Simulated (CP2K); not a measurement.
**[CH4BCl2]− (SMILES C[BH-](Cl)Cl) at IPEA1-xTB**

Aim: the vertical ionisation energy of [CH4BCl2]− at IPEA1-xTB, from 2 runs. The job is set up through an ASE script.

The calculation is run with CP2K 2026.2.

## (1) The system as given

The species is [CH4BCl2]− (8 atoms), meant as a singlet with charge -1. SMILES: `C[BH-](Cl)Cl`. Geometry: relaxed at GFN2-xTB.

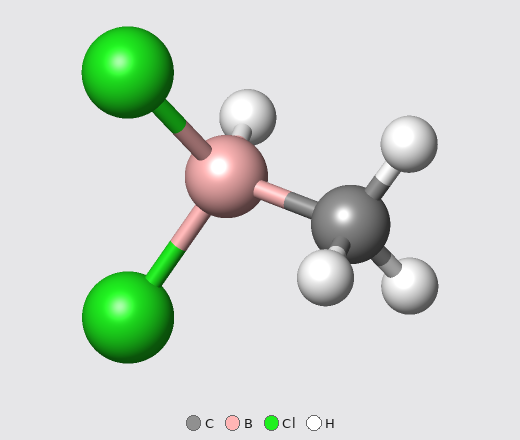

Viewed from a chosen angle; carbon grey, boron pink, chlorine green, hydrogen white.

## (2) Energy and gradient at IPEA1-xTB

The input, job.py:

```python
import numpy as np
from ase import Atoms
from ase.calculators.cp2k import CP2K

atoms = Atoms(['C', 'B', 'Cl', 'Cl', 'H', 'H', 'H', 'H'],
              positions=[(0.065740, 0.882300, 0.005200),
                         (-0.213660, -0.714990, 0.041560),
                         (0.968150, -1.520830, 1.256410),
                         (0.113540, -1.437760, -1.655230),
                         (-0.600340, 1.381010, -0.701090),
                         (-0.100030, 1.330850, 0.986080),
                         (1.088390, 1.114590, -0.291780),
                         (-1.321790, -1.035180, 0.358850)])
atoms.set_cell([18.4, 18.9, 18.9])
atoms.center()
inp = """
&FORCE_EVAL
    METHOD Quickstep
    &DFT
        CHARGE -1
        # Quickstep
        &QS
            METHOD XTB
            EPS_DEFAULT 1.0E-10
            &XTB
                GFN_TYPE TBLITE
                &TBLITE
                    METHOD IPEA1
                &END TBLITE
                CHECK_ATOMIC_CHARGES F
            &END XTB
        &END QS
        # cluster boundary conditions
        &POISSON
            PERIODIC NONE
            POISSON_SOLVER ANALYTIC
        &END POISSON
        # self-consistent field
        &SCF
            SCF_GUESS ATOMIC
            EPS_SCF 1.0E-06
            MAX_SCF 150
            ADDED_MOS 8
            &DIAGONALIZATION
                ALGORITHM STANDARD
            &END DIAGONALIZATION
            &MIXING
                METHOD DIRECT_P_MIXING
                ALPHA 0.4
            &END MIXING
            &SMEAR ON
                METHOD FERMI_DIRAC
                ELECTRONIC_TEMPERATURE [K] 300
            &END SMEAR
        &END SCF
        &PRINT
            &MOMENTS
                PERIODIC F
                REFERENCE COM
                MAX_MOMENT 1
            &END MOMENTS
            &MO ON
                ENERGIES T
                OCCUPATION_NUMBERS T
                NDIGITS 6
                &EACH
                    QS_SCF 0
                &END EACH
                ADD_LAST NUMERIC
            &END MO
            &HIRSHFELD OFF
            &END HIRSHFELD
        &END PRINT
    &END DFT
    # structure
    &SUBSYS
    &END SUBSYS
&END FORCE_EVAL
"""
cp2k = CP2K(command="cp2k.psmp -s", label="run", inp=inp, basis_set=None, basis_set_file=None, potential_file=None, pseudo_potential=None, xc=None, cutoff=None, max_scf=None, charge=None, uks=False,
            force_eval_method=None, print_level="LOW", poisson_solver=None, stress_tensor=False)
atoms.calc = cp2k
print("E / eV:", round(atoms.get_potential_energy(), 6))
forces = atoms.get_forces()
print(np.array2string(forces, precision=5, suppress_small=True))
print("largest force / (eV/A): %.4f" % np.linalg.norm(forces, axis=1).max())
```

Launch:

```bash
$ OMP_NUM_THREADS=1 python job.py
```

Log:

```text
E / eV: -419.202343
[[-0.05699 -0.43658  0.00255]
 [ 0.43975 -1.00997 -0.13185]
 [-0.51141  0.37576 -0.83385]
 [ 0.03013  0.30587  0.96157]
 [-0.12075  0.27406 -0.15793]
 [-0.00802  0.27324  0.21763]
 [ 0.29008  0.19689 -0.07673]
 [-0.06278  0.02073  0.01862]]
largest force / (eV/A): 1.1094
```

run.out, cut to the lines that bear on the results:

```text
CP2K| version string:                                       CP2K version 2026.2
[...]
 GLOBAL| Method name                                                        CP2K
[...]
 GLOBAL| Run type                                                   ENERGY_FORCE
[...]
 *** WARNING in qs_kind_types.F:2330 :: Information provided in the input ***
 *** file regarding BASIS for KIND <C> will be ignored!                   ***
 *** WARNING in qs_kind_types.F:2330 :: Information provided in the input ***
 *** file regarding BASIS for KIND <B> will be ignored!                   ***
 *** WARNING in qs_kind_types.F:2330 :: Information provided in the input ***
 *** file regarding BASIS for KIND <Cl> will be ignored!                  ***
 *** WARNING in qs_kind_types.F:2330 :: Information provided in the input ***
 *** file regarding BASIS for KIND <H> will be ignored!                   ***
[...]
  *** SCF run converged in    10 steps ***
[...]
 ENERGY| Total FORCE_EVAL ( QS ) energy [hartree]            -15.405403325723013
[...]
```

Run time: 1.9 s. Hardware: 1 thread of Intel Xeon Platinum 8375C at 2.90GHz (Ice Lake), shared host; peak memory 0.19 GiB.

## (3) Doublet neutral CH4BCl2 at the same level

The input, cp2k_ase.py:

```python
import numpy as np
from ase import Atoms
from ase.calculators.cp2k import CP2K

atoms = Atoms(['C', 'B', 'Cl', 'Cl', 'H', 'H', 'H', 'H'],
              positions=[(0.065740, 0.882300, 0.005200),
                         (-0.213660, -0.714990, 0.041560),
                         (0.968150, -1.520830, 1.256410),
                         (0.113540, -1.437760, -1.655230),
                         (-0.600340, 1.381010, -0.701090),
                         (-0.100030, 1.330850, 0.986080),
                         (1.088390, 1.114590, -0.291780),
                         (-1.321790, -1.035180, 0.358850)])
atoms.set_cell([18.4, 18.9, 18.9])
atoms.center()
cp2k_input = """
&FORCE_EVAL
  METHOD Quickstep
  &DFT
    CHARGE 0
    MULTIPLICITY 2
    UKS T
    &QS
      METHOD XTB
      EPS_DEFAULT 1.0E-10
      &XTB
        GFN_TYPE TBLITE
        &TBLITE
          METHOD IPEA1
        &END TBLITE
        CHECK_ATOMIC_CHARGES F
      &END XTB
    &END QS
    # no periodic images
    &POISSON
      PERIODIC NONE
      POISSON_SOLVER ANALYTIC
    &END POISSON
    &SCF
      SCF_GUESS ATOMIC
      EPS_SCF 1.0E-06
      MAX_SCF 150
      ADDED_MOS 2
      &DIAGONALIZATION
        ALGORITHM STANDARD
      &END DIAGONALIZATION
      &MIXING
        METHOD DIRECT_P_MIXING
        ALPHA 0.4
      &END MIXING
      &SMEAR ON
        METHOD FERMI_DIRAC
        ELECTRONIC_TEMPERATURE [K] 300
      &END SMEAR
    &END SCF
    # extra output
    &PRINT
      &MOMENTS
        PERIODIC F
        REFERENCE COM
        MAX_MOMENT 1
      &END MOMENTS
      &MO ON
        ENERGIES T
        OCCUPATION_NUMBERS T
        NDIGITS 6
        &EACH
          QS_SCF 0
        &END EACH
        ADD_LAST NUMERIC
      &END MO
      &HIRSHFELD OFF
      &END HIRSHFELD
    &END PRINT
  &END DFT
  &SUBSYS
  &END SUBSYS
&END FORCE_EVAL
"""
cp2k = CP2K(command="cp2k.psmp -s", label="qs", inp=cp2k_input, basis_set=None, basis_set_file=None, potential_file=None, pseudo_potential=None, xc=None, cutoff=None, max_scf=None, charge=None, uks=False,
            force_eval_method=None, print_level="LOW", poisson_solver=None, stress_tensor=False)
atoms.calc = cp2k
e = atoms.get_potential_energy()
f = atoms.get_forces()
print(f"energy = {e:.6f} eV")
print("forces (eV/angstrom):")
for s, v in zip(atoms.get_chemical_symbols(), f):
    print(f"{s:2s} {v[0]:10.5f} {v[1]:10.5f} {v[2]:10.5f}")
```

Launch:

```bash
$ OMP_NUM_THREADS=1 python cp2k_ase.py
```

Log:

```text
energy = -408.752926 eV
forces (eV/angstrom):
C    -0.21117    0.89712    0.08463
B     1.77263   -2.63852   -0.56976
Cl   -1.25040    0.90792   -1.45715
Cl   -0.24774    0.79666    1.91347
H    -0.13258   -0.04352   -0.09928
H    -0.05589   -0.04280    0.15818
H     0.18218   -0.27016   -0.05873
H    -0.05702    0.39329    0.02862
```

qs.out, cut to the lines that bear on the results:

```text
CP2K| version string:                                       CP2K version 2026.2
[...]
 GLOBAL| Method name                                                        CP2K
[...]
 GLOBAL| Run type                                                   ENERGY_FORCE
[...]
 *** WARNING in qs_kind_types.F:2330 :: Information provided in the input ***
 *** file regarding BASIS for KIND <C> will be ignored!                   ***
 *** WARNING in qs_kind_types.F:2330 :: Information provided in the input ***
 *** file regarding BASIS for KIND <B> will be ignored!                   ***
 *** WARNING in qs_kind_types.F:2330 :: Information provided in the input ***
 *** file regarding BASIS for KIND <Cl> will be ignored!                  ***
 *** WARNING in qs_kind_types.F:2330 :: Information provided in the input ***
 *** file regarding BASIS for KIND <H> will be ignored!                   ***
[...]
  *** SCF run converged in    14 steps ***
[...]
 ENERGY| Total FORCE_EVAL ( QS ) energy [hartree]            -15.021394298450726
[...]
```

Wall time 1.9 s (1 thread of Intel Xeon Platinum 8375C at 2.90GHz (Ice Lake), shared host); peak memory 0.19 GiB.

## (4) What came out

Level: IPEA1-xTB.

| quantity | value |
| --- | --- |
| singlet [CH4BCl2]−: total energy | -15.40540 Eh |
| singlet [CH4BCl2]−: HOMO energy | -8.37 eV |
| singlet [CH4BCl2]−: LUMO energy | -1.93 eV |
| singlet [CH4BCl2]−: HOMO–LUMO gap | 6.45 eV |
| doublet neutral CH4BCl2: total energy | -15.02139 Eh |
| doublet neutral CH4BCl2: dipole moment (from atomic charges alone) | 1.62 D |
| doublet neutral CH4BCl2: HOMO energy (highest over α and β) | -12.90 eV |
| doublet neutral CH4BCl2: LUMO energy (lowest over α and β) | -12.64 eV |
| vertical detachment energy (to the doublet neutral) | 10.449 eV |

Removing an electron at fixed nuclei costs 10.45 eV (1008 kJ/mol). No empirical shift is applied, and without it xTB methods put this difference several eV too high. The dipole (doublet neutral CH4BCl2) comes from point charges on the atoms alone, without atomic dipoles, so it is partial.
